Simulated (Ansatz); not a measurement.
## Run report: AlN2H7F2, frequency calculation

The run: frequency calculation of AlN2H7F2. Method and program: UKS CAM-B3LYP-D4/6-31G (Ansatz 0.2.0).

It belongs to a series of runs on one base structure; here: vibrations at the highest image of the band. Figures and captions count atoms from 1; the log counts them from 0 in places.

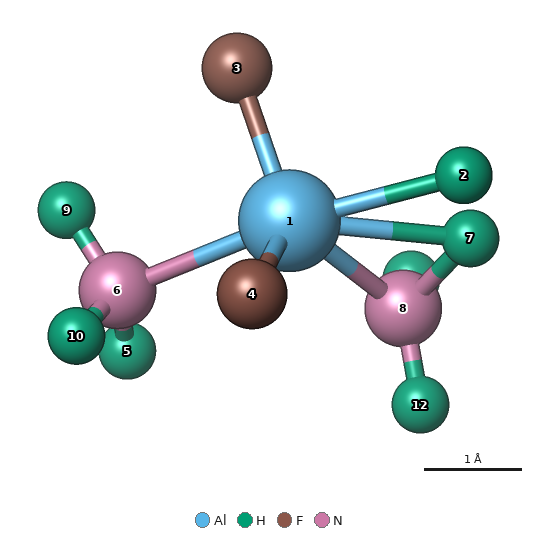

**Figure 1.** The input geometry (ball-and-stick view, seen at a tilt; atoms are numbered from 1 in the order of the input). Sticks mark near contacts. Bond lengths as drawn: Al–F 1.72 Å, Al–H 1.92 to 1.93 Å, Al–N 1.94 to 2.06 Å and H–N 1.02 to 1.32 Å.

### The input
```yaml
crystal:
  periodic: [false, false, false]
  atoms:
    - { symbol: Al, position_ang: [-0.442106, -0.151762, -0.559702] }
    - { symbol: H, position_ang: [0.159528, 0.218641, -2.34668] }
    - { symbol: F, position_ang: [-0.625124, -1.854115, -0.744529] }
    - { symbol: F, position_ang: [-1.791433, 0.920012, -0.567935] }
    - { symbol: H, position_ang: [0.023402, -0.115277, 2.04537] }
    - { symbol: "N", position_ang: [-0.757661, -0.405255, 1.464526] }
    - { symbol: H, position_ang: [0.961215, 0.505938, -1.7082] }
    - { symbol: "N", position_ang: [1.3507, 0.58784, -0.450508] }
    - { symbol: H, position_ang: [-0.948784, -1.399885, 1.572766] }
    - { symbol: H, position_ang: [-1.589794, 0.149054, 1.659426] }
    - { symbol: H, position_ang: [2.151787, 0.001615, -0.227613] }
    - { symbol: H, position_ang: [1.508071, 1.542992, -0.137023] }
magnetization:
  spin_polarized: true
basis:
  gaussian: { orbitals: "6-31G" }
hamiltonian:
  xc: cam_b3lyp
  dispersion: d4
phonons: {}
```

Launched with:
```bash
ansatz run input.yaml --threads 2 --pin off --max-ram 3072MiB --backend cpu --events-out ev --progress --plain --runs-dir out
```

### What the program printed
```
Engine: ansatz 0.2.0, aarch64-unknown-linux-gnu
Functional definition: CAM-B3LYP
  parameter alpha = 0.19
  parameter beta = 0.46
  parameter omega = 0.33/bohr
  parameter ac = 0.81
  exchange = (1 - alpha - beta)*b88_x + beta*b88_x_sr(omega) + alpha*exact_x + beta*exact_x_lr(omega)
  correlation = (1 - ac)*vwn5_c + ac*lyp_c
864 factors; integrals over basis functions are off by at most 4.7e-4 eV
354 factors; integrals over basis functions are off by at most 3.4e-7 eV
mean field evaluation 1: about -15114.4653 eV, gradient 5.1e1 eV
mean field evaluation 2: about -15111.8529 eV, gradient 5.9e1 eV
mean field evaluation 4: about -15123.5169 eV, gradient 1.8e0 eV
mean field evaluation 8: about -15123.5185 eV, gradient 1.1e-1 eV
mean field -15123.51857778 eV, -555.7790566443 hartree, gradient 3.9e-5 eV, S^2 0.000000; 0 other end points of the search recorded, 0 dependent functions left out
the calculation of the forces begins
reference -15123.51871088 eV, -555.7790615355 hartree; 26, 26 occupied and 37, 37 virtual orbitals, 864 factors
these checks for a lower state are left out or cut short: stability, starts, cluster_reference, orbital_swaps, neighbouring_geometries, increment
864 factors; integrals over basis functions are off by at most 4.7e-4 eV
354 factors; integrals over basis functions are off by at most 3.4e-7 eV
mean field evaluation 16: about -15123.5275 eV, gradient 7.7e-2 eV
mean field -15123.51848628 eV, -555.7790532816 hartree, gradient 8.4e-7 eV, S^2 0.000000; 0 other end points of the search recorded, 0 dependent functions left out
[... from here on the field's lines of each further geometry are left out, up to the last ...]
the calculation of the forces begins
reference -15123.51869567 eV, -555.7790609767 hartree; 26, 26 occupied and 37, 37 virtual orbitals, 864 factors
these checks for a lower state are left out or cut short: stability, starts, cluster_reference, orbital_swaps, neighbouring_geometries, increment
864 factors; integrals over basis functions are off by at most 4.7e-4 eV
354 factors; integrals over basis functions are off by at most 3.4e-7 eV
mean field -15123.51855399 eV, -555.7790557701 hartree, gradient 1.4e-6 eV, S^2 0.000000; 0 other end points of the search recorded, 0 dependent functions left out
the calculation of the forces begins
reference -15123.51868709 eV, -555.7790606615 hartree; 26, 26 occupied and 37, 37 virtual orbitals, 864 factors
WARN: phonons: modes at or below zero, which the zero-point energy, F, S and C_V leave out: 1, the lowest at -1406.76 cm⁻¹. A minimum has none, and a first-order saddle one
Total energy: -15123.69581096 eV, -555.7855698435 hartree
Atom 0 at    -0.442106    -0.151762    -0.559702 Å, force    -0.013952     0.003867    -0.004001 eV/Å
Atom 1 at     0.159528     0.218641    -2.346680 Å, force    -0.011625    -0.008096    -0.001762 eV/Å
Atom 2 at    -0.625124    -1.854115    -0.744529 Å, force     0.001584    -0.008236     0.000738 eV/Å
Atom 3 at    -1.791433     0.920012    -0.567935 Å, force     0.008493     0.001854    -0.001328 eV/Å
Atom 4 at     0.023402    -0.115277     2.045370 Å, force     0.006587     0.003794     0.005840 eV/Å
Atom 5 at    -0.757661    -0.405255     1.464526 Å, force    -0.006748    -0.004008    -0.004997 eV/Å
Atom 6 at     0.961215     0.505938    -1.708200 Å, force     0.014511     0.005163     0.018422 eV/Å
Atom 7 at     1.350700     0.587840    -0.450508 Å, force     0.002308     0.011950    -0.008907 eV/Å
Atom 8 at    -0.948784    -1.399885     1.572766 Å, force     0.000736    -0.001816    -0.003522 eV/Å
Atom 9 at    -1.589794     0.149054     1.659426 Å, force     0.000250     0.000920     0.001607 eV/Å
Atom 10 at     2.151787     0.001615    -0.227613 Å, force    -0.001507    -0.003155    -0.002779 eV/Å
Atom 11 at     1.508071     1.542992    -0.137023 Å, force    -0.000636    -0.002239     0.000690 eV/Å
Dipole moment:     0.669652     0.197386     1.367426 e Å
Vibrations: -1406.76 73.08 126.16 159.83 175.20 228.62 291.08 344.81 453.68 548.18 568.31 655.50 663.12 741.98 773.80 803.04 912.85 922.74 1243.56 1571.39 1591.66 1619.07 1708.64 1728.51 1801.72 3485.81 3529.67 3630.09 3645.98 3654.30 cm⁻¹, zero-point energy 2.334149 eV
```

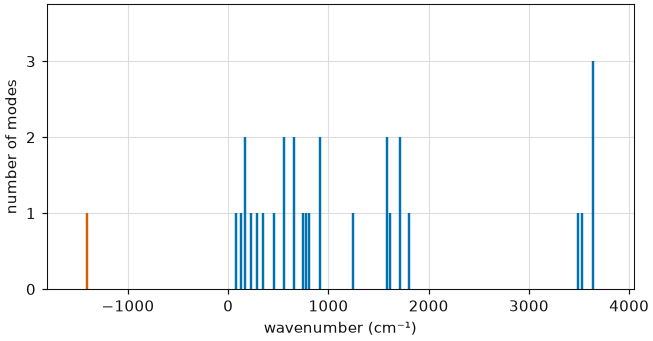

**Figure 2.** Harmonic vibrational wavenumbers from the force constants; neighbouring modes closer than 23 cm⁻¹ are counted in one stick, and imaginary ones are drawn at negative wavenumbers. 30 modes from 1407i to 3654 cm⁻¹, 1 imaginary beyond 8i (1407i cm⁻¹): a first-order saddle point, if the geometry is stationary.

### Summary

```json
{"quantity": "outcome", "value": "converged"}
{"quantity": "total energy", "value": "−15123.6958 eV"}
{"quantity": "mean-field energy", "value": "−15123.5187 eV"}
{"quantity": "largest force (length of the vector)", "value": "0.024 eV/Å"}
{"quantity": "hardware", "value": "2 threads of Arm Neoverse N1, 16 GiB of memory available, shared host"}
{"quantity": "wall time", "value": "4.3 min (CPU time 8.3 min)"}
{"quantity": "peak memory", "value": "0.24 GiB"}
```
